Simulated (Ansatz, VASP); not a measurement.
# Ga2SbP: VASP beside Ansatz, part 2 of 2

One calculation is typed for both programs; each brings its own data sets. How far apart do they land? The cell is invented: As first built, before any earlier steps moved the atoms (in the runner's words): it takes the GaP structure with some of its atoms replaced by other elements, volume scaled by an estimate. It may not be a known or stable phase. The cell is taken from a series of VASP runs on this material, whose earlier steps may have relaxed, scaled or displaced it; both programs get it as it stands. Other levels of theory on this material are compared in a session of their own. Valence electrons are named where the data sets of a main pair hold unlike numbers.

VASP 6.6.1 and Ansatz 0.2.0.

So far. Step 3 (VASP: band structure, r2SCAN): Within 0.02 Å the cell has space group P-4m2; at a tight tolerance a small distortion makes it C2.

**4. Differences**

Known differences besides the potentials themselves: VASP keeps PBE cores, Ansatz makes them for the functional; the data sets hold 46 valence electrons in Ansatz (on its default PAW (the set named soft_2) files) and 36 in VASP; the cutoff is 500 eV in Ansatz and 400 eV in VASP. Total energies have different zeros and are not compared.

Compared:

| quantity | Ansatz | VASP | difference |
| --- | --- | --- | --- |
| pressure (GPa) | 0.14 | 0.01 | +0.12 |
| gap over the path points (eV) | 0.501 | 0.482 | +0.019 |

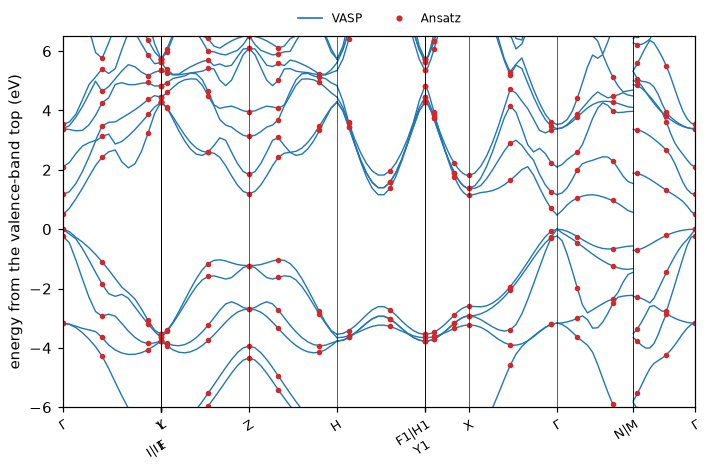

Bands from VASP (lines) and levels from Ansatz (dots). Dots without a line are higher empty bands that the VASP plot leaves out.

Levels at points of the path, from each program's valence-band top (eV; 4 filled, then empty):

| k (reciprocal lattice) | Ansatz | VASP |
| --- | --- | --- |
| 0.000 0.000 0.000 | -3.16 -0.23 0.00 0.00 0.50 1.17 2.10 | -3.17 -0.23 0.00 0.00 0.48 1.17 2.10 |
| -0.200 -0.200 -0.200 | -3.65 -2.92 -1.85 -1.10 2.44 3.13 3.48 | -3.65 -2.93 -1.85 -1.10 2.43 3.12 3.48 |
| -0.433 -0.433 -0.434 | -4.06 -3.85 -3.19 -3.07 3.24 3.87 4.37 | -4.07 -3.86 -3.19 -3.07 3.23 3.86 4.37 |
| -0.500 -0.500 -0.500 | -3.77 -3.77 -3.65 -3.54 4.29 4.30 4.46 | -3.77 -3.77 -3.66 -3.54 4.29 4.29 4.45 |
| -0.500 -0.500 -0.500 | -3.77 -3.77 -3.65 -3.54 4.29 4.30 4.46 | -3.77 -3.77 -3.66 -3.54 4.29 4.29 4.45 |
| -0.500 -0.500 -0.500 | -3.77 -3.77 -3.65 -3.54 4.29 4.30 4.46 | -3.77 -3.77 -3.66 -3.54 4.29 4.29 4.45 |
| -0.467 0.467 0.500 | -3.92 -3.84 -3.44 -3.41 4.09 4.10 4.61 | -3.93 -3.84 -3.44 -3.42 4.08 4.09 4.60 |
| -0.233 0.233 0.500 | -3.75 -3.23 -1.59 -1.16 2.59 2.60 4.50 | -3.76 -3.24 -1.59 -1.16 2.59 2.59 4.50 |
| 0.000 0.000 0.500 | -2.68 -2.68 -1.23 -1.23 1.20 1.85 3.13 | -2.69 -2.69 -1.23 -1.23 1.19 1.84 3.12 |
| -0.167 -0.167 0.500 | -3.34 -2.73 -1.62 -1.03 2.43 3.09 3.70 | -3.35 -2.73 -1.63 -1.03 2.42 3.08 3.69 |

At this near-relaxed geometry the largest component of a force difference is 17 meV/Å. Among the levels compared at these points, filled levels agree within 9 meV and empty ones within 20 meV. Ansatz's pressure holds a Pulay correction of 0.04 GPa; VASP's holds none.

**5. Ansatz: band structure, r2SCAN, spin-orbit coupling**

The same path points are solved in both programs, so levels can be compared one by one.

The cell is taken from a series of VASP runs on this material, whose earlier steps may have relaxed, scaled or displaced it; both programs get it as it stands.

input.yaml

```yaml
crystal:
  lattice:
    - [2.8960959798, -2.8960508051, 0.0009236138]
    - [2.8960959798, 2.8960508051, 0.0009236138]
    - [0.0004937753, 0.0, 5.7819809996]
  atoms:
    - { symbol: Sb, position: [0.5011804053, 0.4988195947, 0.5] }
    - { symbol: Ga, position: [0.0012711293, 0.500358844, 0.7761899576] }
    - { symbol: Ga, position: [0.499641156, 0.9987288707, 0.2238100424] }
    - { symbol: P, position: [0.9998096703, 0.0001903297, 0.0] }
hamiltonian:
  xc: r2scan
  pseudopotentials: { kind: paw_fr }
magnetization:
  noncollinear: true
  spin_orbit: true
kpoints:
  mp_grid: { grid: [4, 4, 3] }
  band_path:
    path:
      - [0.0, 0.0, 0.0]
      - [-0.19996, -0.19996, -0.20017]
      - [-0.43325, -0.43325, -0.4337]
      - [-0.4999, -0.4999, -0.50042]
      - [-0.49994, -0.49994, -0.50023]
      - [-0.49999, -0.49999, -0.50003]
      - [-0.46656, 0.46656, 0.5]
      - [-0.23328, 0.23328, 0.5]
      - [0.0, 0.0, 0.5]
      - [-0.16664, -0.16664, 0.49987]
      - [-0.39993, -0.39993, 0.49968]
      - [-0.49993, -0.49993, 0.36637]
      - [-0.50003, -0.50003, -0.0999]
      - [-0.50011, -0.50011, -0.49957]
      - [-0.5001, 0.4999, -0.49959]
      - [-0.50008, 0.49992, -0.39966]
      - [-0.50003, 0.49997, -0.16653]
      - [-0.5, 0.5, 0.0]
      - [-0.26667, 0.26667, 0.0]
      - [-0.03333, 0.03333, 0.0]
      - [-0.13333, 0.0, -0.13333]
      - [-0.36667, 0.0, -0.36667]
      - [-0.46667, 0.0, 0.0]
      - [-0.23333, 0.0, 0.0]
      - [0.0, 0.0, 0.0]
    npoints: 1
scf:
  occupations: { method: gaussian, width: 0.05 }
  n_extra_bands: 16
output:
  forces: true
  stress: true
  eigenvalues: true
```

Started as:

```bash
$ ansatz run input.yaml --threads 2 --pin off --max-ram 4608MiB --backend cpu --events-out ev --progress --plain --runs-dir out
```

Numbers of over 12 decimals in the logs are rounded to 6 here.

The log of the run:

```text
[...]
non-collinear run that drives no moment, with spin-orbit: no starting moment large enough to seed its density (crystal.atoms[].spin), no starting occupations that ask for one, no magnetisation constraint and no magnetic field, so the semilocal B_xc is pinned to zero
Crystal: 4 atoms, lattice volume = 96.990 Å³
[...]
k-point 0: bands = [... 42 lower, 7.5301, 7.5301, 7.7059, 7.7059, 8.0427, 8.0427, 8.7174, 8.7174, ... 12 higher]
  k-point 1: bands = [... 42 lower, 6.4710, 6.4712, 6.7520, 6.7520, 8.6073, 8.6074, 9.4994, 9.4998, ... 12 higher]
  k-point 2: bands = [... 42 lower, 5.8809, 5.9802, 7.2948, 7.2977, 8.8998, 8.9139, 10.2394, 10.3287, ... 12 higher]
  k-point 16: bands = [... 42 lower, 4.0349, 4.0352, 4.2233, 4.2242, 10.6131, 10.6168, 10.7479, 10.7483, ... 12 higher]
[key lines of the parts left out:]
SCF converged after 8 iterations
Magnetization: |M| = 0.0000 μB,  M = (+0.0000, +0.0000, +0.0000) μB
Free energy (F): -14823.939921 eV
Fermi energy:    7.874302 eV
P = ⅓ Tr σ = 0.1885 GPa (1.885 kbar)
```

Run time: 36 s. Hardware: 2 threads of AMD EPYC 7R43, shared host; peak memory 1.1 GiB; 72 s of CPU time.

**6. VASP: band structure, r2SCAN, spin-orbit coupling**

The same cell, functional, mesh and smearing now go to VASP, with its own data sets.

INCAR

```
SYSTEM = Ga2SbP
PREC = Accurate
ENCUT = 400
EDIFF = 1E-06
NELM = 100
ISMEAR = 0
SIGMA = 0.05
LREAL = .FALSE.
ALGO = Normal
METAGGA = R2SCAN
LASPH = .TRUE.
LNONCOLLINEAR = .TRUE.
MAGMOM = 0 0 0 0 0 0 0 0 0 0 0 0
NBANDS = 48
GGA_COMPAT = .FALSE.
LSORBIT = .TRUE.
LORBIT = 11
LWAVE = .FALSE.
LCHARG = .FALSE.
KPAR = 2
```

POSCAR

```
Ga2SbP
1.0
    2.8960959798     -2.8960508051      0.0009236138
    2.8960959798      2.8960508051      0.0009236138
    0.0004937753      0.0000000000      5.7819809996
Sb Ga P
1 2 1
Direct
    0.5011804053      0.4988195947      0.5000000000
    0.0012711293      0.5003588440      0.7761899576
    0.4996411560      0.9987288707      0.2238100424
    0.9998096703      0.0001903297      0.0000000000
```

KPOINTS

```
Automatic mesh
0
Gamma
4 4 3
0 0 0
```

KPOINTS_OPT

```
Line mode
16
Line-mode
Reciprocal
  0.00000000   0.00000000   0.00000000 GAMMA
 -0.49989883  -0.49989883  -0.50041903 Y

 -0.49989883  -0.49989883  -0.50041903 Y
 -0.49989105  -0.49989105  -0.50043454 F

 -0.49989105  -0.49989105  -0.50043454 F
 -0.50000000  -0.50000000  -0.50000000 L

 -0.50000000  -0.50000000  -0.50000000 L
 -0.50010904  -0.49989096  -0.50000000 I

 -0.49989096   0.49989096   0.50000000 I1
  0.00000000   0.00000000   0.50000000 Z

  0.00000000   0.00000000   0.50000000 Z
 -0.49990661  -0.49990661   0.49959647 H

 -0.49990661  -0.49990661   0.49959647 H
 -0.50010895  -0.50010895  -0.49956546 F1

 -0.50009339   0.49990661  -0.49959647 H1
 -0.50010117   0.49989883  -0.49958097 Y1

 -0.50010117   0.49989883  -0.49958097 Y1
 -0.50000000   0.50000000   0.00000000 X

 -0.50000000   0.50000000   0.00000000 X
  0.00000000   0.00000000   0.00000000 GAMMA

  0.00000000   0.00000000   0.00000000 GAMMA
 -0.50000000   0.00000000  -0.50000000 N

 -0.50000000   0.00000000   0.00000000 M
  0.00000000   0.00000000   0.00000000 GAMMA
```

PAW data sets: Sb, Ga_d and P (PBE family, release 64).

Started as:

```bash
$ mpirun -np 2 vasp_ncl
```

The log of the run:

```text
[banner, memory and clock lines left out]
running    2 mpi-ranks, on    1 nodes
[...]
[... a notice as in an earlier step ...]

 LDA part: xc-table for (None), standard interpolation
 POSCAR, INCAR and KPOINTS ok, starting setup
[...]
entering main loop
       N       E                     dE             d eps       ncg     rms          rms(c)
DAV:   1     0.243131848938E+03    0.24313E+03   -0.14188E+04  2728   0.180E+03
DAV:   2    -0.189540426513E+02   -0.26209E+03   -0.25116E+03  2672   0.529E+02
DAV:   3    -0.604838576860E+02   -0.41530E+02   -0.40417E+02  2880   0.151E+02
DAV:   4    -0.627480981845E+02   -0.22642E+01   -0.22491E+01  3168   0.376E+01
[...]
DAV:  14    -0.587032308659E+02    0.22514E-05   -0.12094E-06  2208   0.885E-03    0.308E-03
DAV:  15    -0.587032323699E+02   -0.15040E-05   -0.27079E-07  1504   0.802E-03    0.820E-04
DAV:  16    -0.587032325352E+02   -0.16526E-06   -0.62935E-08  1408   0.224E-03
   1 F= -.58703233E+02 E0= -.58703233E+02  d E =-.498192E-07  mag=    -0.0000    -0.0000     0.0000
 Start KPOINTS_OPT (optional k-point list driver)
k-point batch [1-26\192]
       N       E                     dE             ncg
DAV:   1     0.213397167192E+04   -0.17962E+05     2704
DAV:   2    -0.478395097890E+04   -0.69179E+04     2664
DAV:   3    -0.580703725739E+04   -0.10231E+04     2888
DAV:   4    -0.585934128788E+04   -0.52304E+02     3080
DAV:   5    -0.586072746393E+04   -0.13862E+01     3288
DAV:   6    -0.586079444256E+04   -0.66979E-01     3528
DAV:   7    -0.586079506521E+04   -0.62265E-03     3352
DAV:   8    -0.586079508155E+04   -0.16338E-04     3384
DAV:   9    -0.586079508171E+04   -0.16501E-06     1984
[...]
k-point batch [183-192\192]
       N       E                     dE             ncg
DAV:   1     0.110853496633E+05   -0.27865E+03     1032
DAV:   2     0.843588045048E+04   -0.26495E+04     1032
DAV:   3     0.801810673191E+04   -0.41777E+03     1144
DAV:   4     0.799343780981E+04   -0.24669E+02     1144
DAV:   5     0.799260995717E+04   -0.82785E+00     1176
DAV:   6     0.799256012444E+04   -0.49833E-01     1352
DAV:   7     0.799255973993E+04   -0.38451E-03     1176
DAV:   8     0.799255972845E+04   -0.11478E-04     1304
DAV:   9     0.799255972834E+04   -0.11472E-06      616
```

Parts of OUTCAR (step 6):

```text
  Total        0.1678201      0.1679558     -0.1687609      0.0000000      0.0000000     -0.0060863
  in kB        2.7722268      2.7744687     -2.7877679      0.0000000      0.0000000     -0.1005398
  external PRESSURE =       0.9196425 kB  Pullay stress =       0.0000000 kB

 POSITION                                       TOTAL-FORCE (eV/Angst)
 -----------------------------------------------------------------------------------
      2.89634     -0.00684      2.89191         0.000000      0.001158     -0.000000
      1.45315      1.44538      4.48838        -0.003701      0.001950      0.014103
      4.33953      1.44538      1.29545         0.003701      0.001950     -0.014103
      2.89610     -2.89495      0.00092        -0.000000     -0.005058      0.000000
 -----------------------------------------------------------------------------------
    total drift:                                0.000000     -0.005960      0.000000

  FREE ENERGIE OF THE ION-ELECTRON SYSTEM (eV)
  ---------------------------------------------------
  free  energy   TOTEN  =       -58.7032325352 eV

  energy  without entropy=      -58.7032324853  energy(sigma->0) =      -58.70323251

 magnetization (x)
# of ion       s       p       d       tot
------------------------------------------
    1        0.000   0.000   0.000   0.000
    2       -0.000   0.000  -0.000  -0.000
    3        0.000  -0.000   0.000   0.000
    4        0.000   0.000   0.000   0.000
--------------------------------------------------
tot          0.000   0.000   0.000   0.000

 magnetization (y)
# of ion       s       p       d       tot
------------------------------------------
    1        0.000   0.000   0.000   0.000
    2        0.000   0.000   0.000   0.000
    3        0.000   0.000   0.000   0.000
    4       -0.000  -0.000   0.000  -0.000
--------------------------------------------------
tot          0.000   0.000   0.000   0.000

 magnetization (z)
# of ion       s       p       d       tot
------------------------------------------
    1        0.000   0.000   0.000   0.000
    2        0.000  -0.000   0.000  -0.000
    3       -0.000   0.000  -0.000   0.000
    4        0.000   0.000   0.000   0.000
--------------------------------------------------
tot          0.000   0.000   0.000   0.000

[... 1 part as in an earlier step ...]

[... 2 further parts left out ...]
[key lines of the parts left out:]
E-fermi :   5.1779
```

The run ends at a pressure of 0.09 GPa, with forces up to 0.015 eV/Å.

**7. Comparison**

What differs besides the data sets and the points named for the pairs above, as far as they apply: spin-orbit coupling enters by fully relativistic files in Ansatz and inside the spheres in VASP; the data sets hold 46 valence electrons in Ansatz (on its fully relativistic PAW (standard-fr) files) and 36 in VASP. Total energies have different zeros and are not compared.

The two programs side by side:

| quantity | Ansatz | VASP | difference |
| --- | --- | --- | --- |
| pressure (GPa) | 0.19 | 0.09 | +0.10 |
| gap over the path points (eV) | 0.337 | 0.317 | +0.019 |

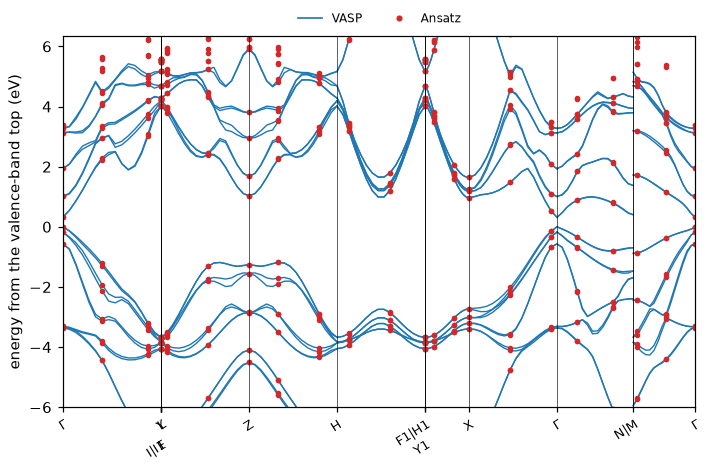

Bands from VASP (lines) and levels from Ansatz (dots). Dots without a line are higher empty bands that the VASP plot leaves out.

Levels at points of the path, from each program's valence-band top (eV; 8 filled, then empty):

| k (reciprocal lattice) | Ansatz | VASP |
| --- | --- | --- |
| 0.000 0.000 0.000 | -3.31 -3.31 -0.58 -0.58 -0.18 -0.18 0.00 0.00 0.34 0.34 1.01 1.01 1.94 1.94 | -3.31 -3.31 -0.57 -0.57 -0.18 -0.18 0.00 0.00 0.32 0.32 1.01 1.01 1.93 1.93 |
| -0.200 -0.200 -0.200 | -3.85 -3.79 -3.14 -3.06 -2.13 -1.93 -1.29 -1.22 2.24 2.30 2.95 2.96 3.29 3.35 | -3.86 -3.79 -3.14 -3.06 -2.13 -1.93 -1.29 -1.22 2.23 2.29 2.94 2.96 3.29 3.34 |
| -0.433 -0.433 -0.434 | -4.28 -4.22 -4.07 -3.96 -3.42 -3.33 -3.22 -3.20 3.03 3.10 3.62 3.76 4.19 4.22 | -4.28 -4.22 -4.07 -3.97 -3.42 -3.33 -3.23 -3.20 3.02 3.09 3.62 3.75 4.18 4.21 |
| -0.500 -0.500 -0.500 | -4.05 -4.05 -3.86 -3.86 -3.82 -3.82 -3.67 -3.67 4.02 4.02 4.20 4.20 4.30 4.30 | -4.05 -4.05 -3.86 -3.86 -3.83 -3.83 -3.68 -3.68 4.02 4.02 4.19 4.19 4.28 4.28 |
| -0.500 -0.500 -0.500 | -4.05 -4.05 -3.86 -3.86 -3.82 -3.82 -3.67 -3.67 4.02 4.02 4.20 4.20 4.30 4.30 | -4.05 -4.05 -3.86 -3.86 -3.83 -3.83 -3.68 -3.68 4.02 4.02 4.19 4.19 4.28 4.28 |
| -0.500 -0.500 -0.500 | -4.05 -4.05 -3.86 -3.86 -3.82 -3.82 -3.67 -3.67 4.02 4.02 4.20 4.20 4.30 4.30 | -4.05 -4.05 -3.86 -3.86 -3.83 -3.83 -3.68 -3.68 4.02 4.02 4.19 4.19 4.28 4.28 |
| -0.467 0.467 0.500 | -4.17 -4.11 -4.01 -3.95 -3.66 -3.60 -3.56 -3.51 3.80 3.90 3.99 3.99 4.44 4.45 | -4.17 -4.11 -4.02 -3.96 -3.66 -3.61 -3.57 -3.51 3.80 3.90 3.97 3.98 4.42 4.43 |
| -0.233 0.233 0.500 | -3.93 -3.92 -3.45 -3.38 -1.81 -1.73 -1.31 -1.31 2.40 2.42 2.44 2.45 4.31 4.35 | -3.93 -3.92 -3.45 -3.38 -1.80 -1.73 -1.31 -1.31 2.39 2.41 2.43 2.44 4.32 4.35 |
| 0.000 0.000 0.500 | -2.85 -2.85 -2.84 -2.84 -1.55 -1.55 -1.26 -1.26 1.03 1.03 1.68 1.68 2.96 2.96 | -2.86 -2.86 -2.85 -2.85 -1.54 -1.54 -1.26 -1.26 1.03 1.03 1.68 1.68 2.96 2.96 |
| -0.167 -0.167 0.500 | -3.51 -3.51 -2.91 -2.90 -1.89 -1.70 -1.19 -1.19 2.25 2.27 2.88 2.95 3.51 3.56 | -3.52 -3.52 -2.92 -2.90 -1.89 -1.71 -1.19 -1.19 2.25 2.27 2.87 2.94 3.50 3.55 |

At this near-relaxed geometry the largest component of a force difference is 21 meV/Å. Among the levels compared at these points, filled levels agree within 9 meV and empty ones within 20 meV. Ansatz's pressure holds a Pulay correction of 0.04 GPa; VASP's holds none.

**8. Summary of results**

```yaml
largest_difference_of_a_filled_level_at_the_path_points_band_structure_r2scan: 8.9 meV
r_m_s_force_difference_band_structure_r2scan: 7.2 meV/Å
largest_difference_of_a_filled_level_at_the_path_points_band_structure_r2scan_spin_orbit_coupling: 9 meV
r_m_s_force_difference_band_structure_r2scan_spin_orbit_coupling: 8.7 meV/Å
```

**Reading.** The r.m.s. force difference is 8.7 meV/Å (band structure, r2SCAN, spin-orbit coupling), within the 12 meV/Å picked in this series as the mark of a large difference. The data sets hold unlike numbers of valence electrons (46 in Ansatz and 36 in VASP), so part of the differences comes from the potentials. 3 further runs of this series are not shown here. Such differences can come from data sets, numerical settings and the points named under the comparisons, not from the functional's error against experiment.

[Lines on the potential files, build, host, timing and source positions are cut from VASP's logs without a mark.]

[Logs are printed without paths, hosts, clocks, repeated set-up lines and the standing remarks that a program may print on its own settings, such as how far it seeks lower states.]

[Hosts, paths, dates, database ids (printed as entryN), source tags and the programs' standing remarks are cut or masked in the printed files.]
